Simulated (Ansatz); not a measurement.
**PBE/def2-SVP run of C3H7Br (1-bromopropane)**

Aim: the electronic atomisation energy of C3H7Br (1-bromopropane) at PBE/def2-SVP, from 4 runs. 

The calculation is run with Ansatz 0.2.0.

55 further runs of the same task are left out: 55 set aside as unsound or not needed.

## (1) The system as given

The species is C3H7Br (11 atoms), meant as a singlet with charge 0. As SMILES, `CCCBr`. The shape is that of a PBE0-D4/def2-TZVP optimisation. This is one conformer, not always the lowest.

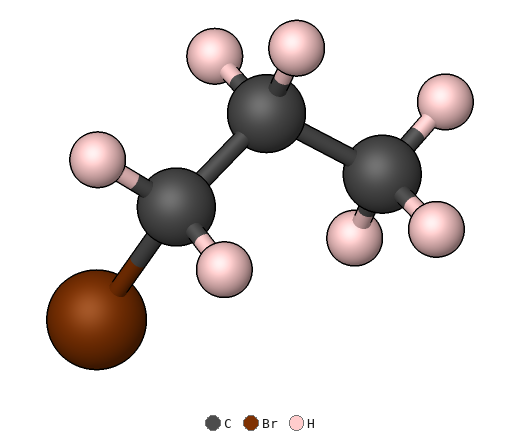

The structure, seen from a chosen angle (carbon dark grey, bromine brown, hydrogen pink).

## (2) The energy at PBE/def2-SVP

in.yaml reads:

```yaml
crystal:
  periodic: [false, false, false]
  atoms:
    - symbol: C
      position_ang: [-0.555400, 1.176300, 0.174600]
    - symbol: C
      position_ang: [-0.232700, -0.258200, 0.548300]
    - symbol: C
      position_ang: [0.751200, -0.933400, -0.376500]
    - symbol: Br
      position_ang: [0.042600, -1.165200, -2.181600]
    - symbol: H
      position_ang: [-1.020500, 1.228900, -0.811600]
    - symbol: H
      position_ang: [-1.242800, 1.621500, 0.896400]
    - symbol: H
      position_ang: [0.349400, 1.789900, 0.151000]
    - symbol: H
      position_ang: [-1.148000, -0.854800, 0.598800]
    - symbol: H
      position_ang: [0.212600, -0.288200, 1.551000]
    - symbol: H
      position_ang: [1.664500, -0.352300, -0.499500]
    - symbol: H
      position_ang: [1.004600, -1.937400, -0.042700]
basis:
  gaussian: {orbitals: def2-SVP}
accuracy: high
output: {orbitals: {seedname: orbitals}}
hamiltonian: {xc: pbe}
```

On the command line:

```
$ ansatz run in.yaml --threads 1 --pin off --max-ram 3480MiB --events-out events.jsonl --progress --plain --runs-dir runs
```

What it wrote:

```text
Warning: RAYON_NUM_THREADS=1 ignored (pool sized by the plan → 1); use --threads N
Functional definition: PBE
  name "PBE"
  parameter kappa = 0.804
  parameter beta = 0.06672455060314922
  exchange = pbe_x(kappa = kappa, mu = beta*pi^2/3)
  correlation = pbe_c(beta = beta)
2527 factors; integrals over basis functions are off by at most 4.7e-9 eV
mean field evaluation 1: about -73234.8694 eV, gradient 6.5e1 eV
mean field evaluation 2: about -73214.8868 eV, gradient 1.1e2 eV
mean field evaluation 4: about -73245.6893 eV, gradient 6.7e0 eV
mean field evaluation 8: about -73245.8043 eV, gradient 2.8e-1 eV
mean field evaluation 16: about -73245.8045 eV, gradient 1.3e-5 eV
mean field -73245.80450615 eV, -2691.7336678116 hartree, gradient 2.7e-8 eV, S^2 0.000000; 0 other end points of the search recorded, 0 dependent functions left out
reference -73245.80450936 eV, -2691.7336679295 hartree; 30, 30 occupied and 79, 79 virtual orbitals, 2527 factors
Total energy: -73245.80450936 eV, -2691.7336679295 hartree
```

Run time: 6.6 s. Hardware: 1 thread of AMD EPYC 9R14 (Zen 4), shared host; peak memory 0.34 GiB.

## (3) The Br atom at the same level

in.yaml reads:

```yaml
basis:
  gaussian:
    orbitals: def2-SVP
crystal:
  periodic: [false, false, false]
  atoms:
    - {symbol: Br, position_ang: [0.000000, 0.000000, 0.000000]}
hamiltonian:
  xc: {name: PBE}
accuracy: high
magnetization:
  spin_polarized: true
  initial_magnetization: 1
```

On the command line:

```
$ ansatz run in.yaml --threads 1 --pin off --max-ram 3480MiB --events-out events.jsonl --progress --plain --runs-dir runs
```

What it wrote:

```text
Warning: RAYON_NUM_THREADS=1 ignored (pool sized by the plan → 1); use --threads N
Functional definition: PBE
  name "PBE"
  parameter kappa = 0.804
  parameter beta = 0.06672455060314922
  exchange = pbe_x(kappa = kappa, mu = beta*pi^2/3)
  correlation = pbe_c(beta = beta)
307 factors; integrals over basis functions are off by at most 4.2e-9 eV
mean field evaluation 1: about -70025.9073 eV, gradient 5.2e0 eV
mean field evaluation 2: about -70025.8457 eV, gradient 5.1e0 eV
mean field evaluation 4: about -70025.9652 eV, gradient 1.4e0 eV
mean field evaluation 8: about -70025.9790 eV, gradient 5.1e-3 eV
mean field evaluation 16: about -70025.9790 eV, gradient 8.1e-8 eV
mean field evaluation 32: about -70025.9790 eV, gradient 1.5e-2 eV
mean field -70025.97897734 eV, -2573.4072621041 hartree, gradient 3.6e-8 eV, S^2 0.751246; 3 other end points of the search recorded, 0 dependent functions left out
reference -70025.97897876 eV, -2573.4072621561 hartree; 18, 17 occupied and 14, 15 virtual orbitals, 307 factors
Total energy: -70025.97897876 eV, -2573.4072621561 hartree
```

It took 1.3 s on 1 thread of AMD EPYC 9R14 (Zen 4), shared host; peak memory 0.11 GiB.

## (4) The C atom, same level

run.yaml reads:

```yaml
crystal:
  periodic: [false, false, false]
  atoms:
    - {symbol: C, position_ang: [0.000000, 0.000000, 0.000000]}
basis:
  gaussian:
    orbitals: def2-SVP
magnetization:
  spin_polarized: true
  initial_magnetization: 2
hamiltonian:
  xc: pbe
accuracy: high
```

Run the same way, it converges to -37.75124 Eh (log not shown).

## (5) The H atom, same level

run.yaml reads:

```yaml
crystal:
  periodic: [false, false, false]
  atoms:
    - {symbol: H, position_ang: [0.000000, 0.000000, 0.000000]}
basis:
  gaussian:
    orbitals: def2-SVP
magnetization:
  spin_polarized: true
  initial_magnetization: 1
accuracy: high
hamiltonian:
  xc: pbe
```

On the command line:

```
$ ansatz run run.yaml --threads 1 --pin off --max-ram 3480MiB --events-out events.jsonl --progress --plain --runs-dir runs
```

What it wrote:

```text
Warning: RAYON_NUM_THREADS=1 ignored (pool sized by the plan → 1); use --threads N
Functional definition: PBE
  name "PBE"
  parameter kappa = 0.804
  parameter beta = 0.06672455060314922
  exchange = pbe_x(kappa = kappa, mu = beta*pi^2/3)
  correlation = pbe_c(beta = beta)
15 factors; integrals over basis functions are off by at most 8.9e-10 eV
mean field evaluation 1: about -13.5665 eV, gradient 4.0e-1 eV
mean field evaluation 2: about -13.5663 eV, gradient 4.0e-1 eV
mean field evaluation 4: about -13.5684 eV, gradient 5.7e-6 eV
mean field evaluation 8: about -13.5684 eV, gradient 2.0e-10 eV
mean field -13.56839668 eV, -0.4986293811 hartree, gradient 1.3e-10 eV, S^2 0.750000; 0 other end points of the search recorded, 0 dependent functions left out
reference -13.56839849 eV, -0.4986294476 hartree; 1, 0 occupied and 4, 5 virtual orbitals, 15 factors
Total energy: -13.56839849 eV, -0.4986294476 hartree
```

It took 0.12 s on 1 thread of AMD EPYC 9R14 (Zen 4), shared host.

## (6) Results

At PBE/def2-SVP:

| quantity | value |
| --- | --- |
| molecule: total energy | -2691.73367 Eh |
| molecule: HOMO energy | -6.28 eV |
| molecule: LUMO energy | -0.55 eV |
| molecule: HOMO–LUMO gap | 5.73 eV |
| Br atom: total energy | -2573.40726 Eh |
| Br atom: ⟨S²⟩ | 0.751 |
| C atom: total energy | -37.75124 Eh |
| C atom: ⟨S²⟩ | 2.002 |
| H atom: total energy | -0.49863 Eh |
| H atom: ⟨S²⟩ | 0.750 |
| electronic atomisation energy | 43.056 eV |

In words: Taking the molecule apart into free atoms costs 43.06 eV (993 kcal/mol), before zero-point energy and without spin-orbit coupling.
